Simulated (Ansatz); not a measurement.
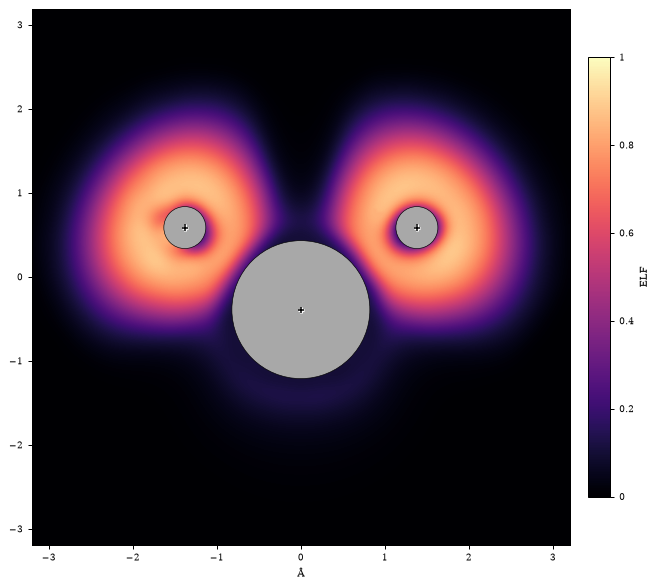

The ELF on a plane through atoms (crosses mark nuclei in the plane; grey discs cover the cores).

Method: RKS PBE0-D4/def2-TZVPP (Ansatz 0.2.0).

Candidates:
A. F4Ge (SMILES [F][Ge]([F])([F])[F])
B. CH2F2NP (SMILES FC(F)=NP)
C. C3H7N (SMILES C1CNC1)

**Which candidate gave the map?**

Candidate A: F4Ge on the plane of atoms F4, Ge2 and F5, which holds Ge and F. Ge–F (1.69 Å): the ELF peaks at about 0.80 in the valence shell of F, 0.5 Å from its nucleus, and is about 0.25 at the midpoint.
